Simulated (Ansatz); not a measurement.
# H$_{5}$NOSiZn (SMILES [NH2][Zn][O][SiH3]): what the fields show

Input

```
crystal:
  periodic: [false, false, false]
  atoms:
    - {symbol: N, position_ang: [-1.853445, 0.971801, -1.807551]}
    - {symbol: O, position_ang: [0.897628, -0.463713, -0.042130]}
    - {symbol: Si, position_ang: [2.427682, -1.035258, -0.158476]}
    - {symbol: Zn, position_ang: [-0.400029, 0.241939, -1.013115]}
    - {symbol: H, position_ang: [-2.309391, 0.402128, -2.516849]}
    - {symbol: H, position_ang: [-1.727008, 1.899325, -2.206599]}
    - {symbol: H, position_ang: [2.527544, -2.195883, -1.107430]}
    - {symbol: H, position_ang: [2.909351, -1.498567, 1.179360]}
    - {symbol: H, position_ang: [3.386434, 0.010740, -0.652685]}
basis:
  gaussian: {orbitals: def2-TZVPD}
hamiltonian: {xc: pbe0}
output: {forces: true, orbitals: {seedname: orbitals}}
```

Run with:

```sh
ansatz run input.yaml --threads 2 --pin off --max-ram 5220MiB --events-out events.jsonl --progress --plain --runs-dir runs
```

Geometry: PBE0-D4/def2-SVP.

Level of theory: Ansatz, isolated molecule in a Gaussian basis; Kohn-Sham density functional theory, functional PBE0.

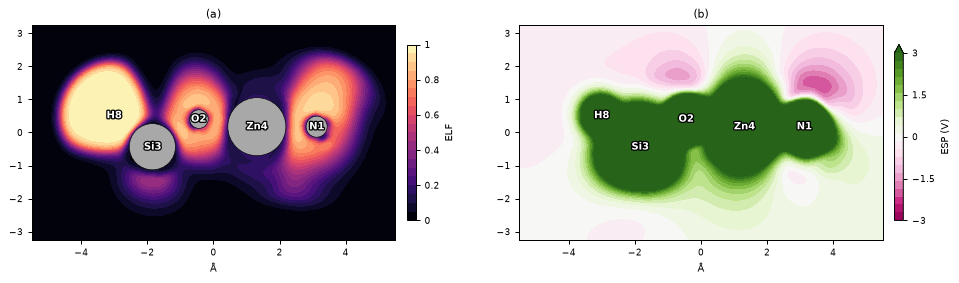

Figure 1. (a) ELF; (b) electrostatic potential on the plane of atoms N1, Zn4 and O2. Grey discs cover the atomic cores in the ELF map.

### What do the fields say about this system?

The plane passes through N, O, Si, Zn and H nuclei.
Si–O (1.64 Å): the ELF peaks at about 0.85 between the atoms; a polar covalent bond.
Zn–O (1.77 Å): the ELF peaks at about 0.85 in the valence shell of O, 0.6 Å from its nucleus, and is about 0.20 at the midpoint.
Zn–N (1.81 Å): the ELF peaks at about 0.85 in the valence shell of N, 0.6 Å from its nucleus, and is about 0.30 at the midpoint.
Si–H (1.50 Å): the ELF climbs to about 1 towards the hydrogen, as it does in any bond to H.
The ELF also peaks beside N1 and O2, away from the bonds: lone-pair regions.
Outside the dense part of the molecule the potential is most negative (−2.1 V) near N1.

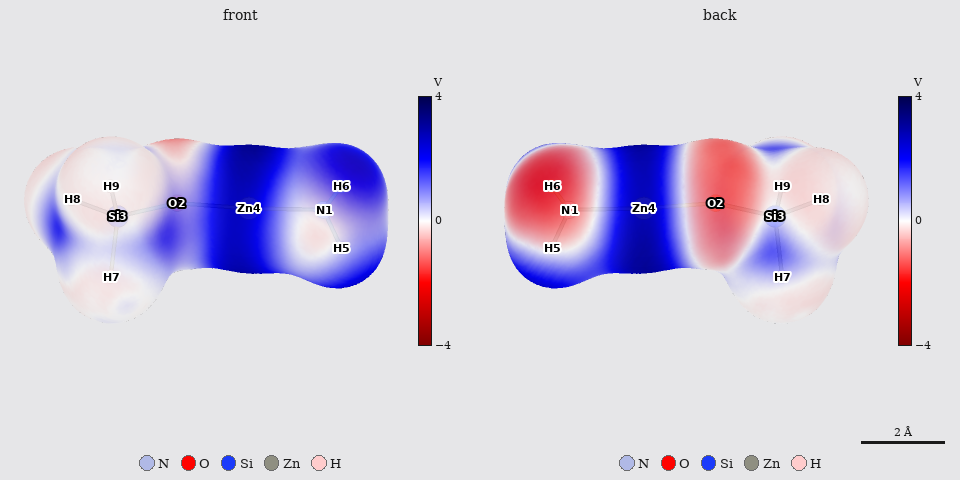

Figure 2. The electrostatic potential painted on the density surface at 0.004 e/bohr³, seen from the front and from behind; the colour scale runs from red (negative) to blue (positive).

### Which sites attract a positive test charge, and which a negative one?

A positive charge is drawn to the negative regions and a negative charge to the positive ones. The most negative region (about −1.7 V) lies over N1, the most positive (about +3.1 V) over Zn4. N1 is the likeliest acceptor of a hydrogen bond.

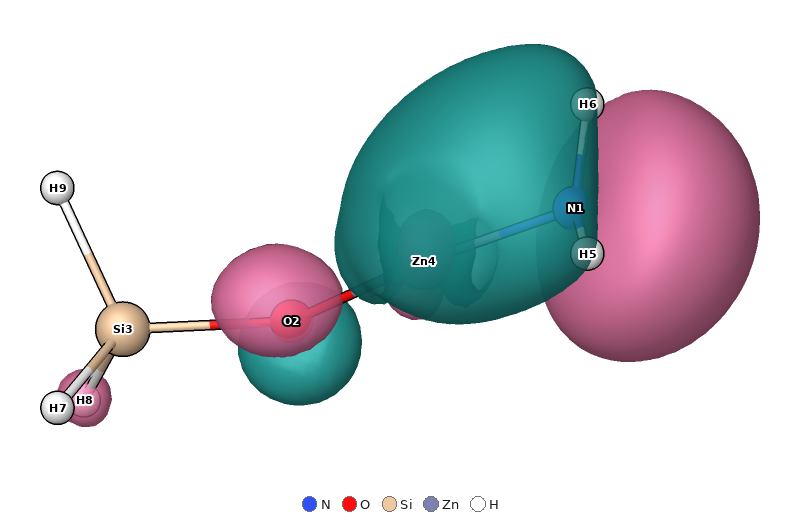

Figure 3. One frontier orbital at ±0.08 Å⁻³ᐟ² (teal and pink are the two phases), seen at a tilt.

### Which orbital is it: HOMO or LUMO?

The HOMO, at −7.37 eV. By Hirshfeld shares it lies mainly on N1 (about 70 %) and Zn4 (about 15 %); largely a lone pair of N1.
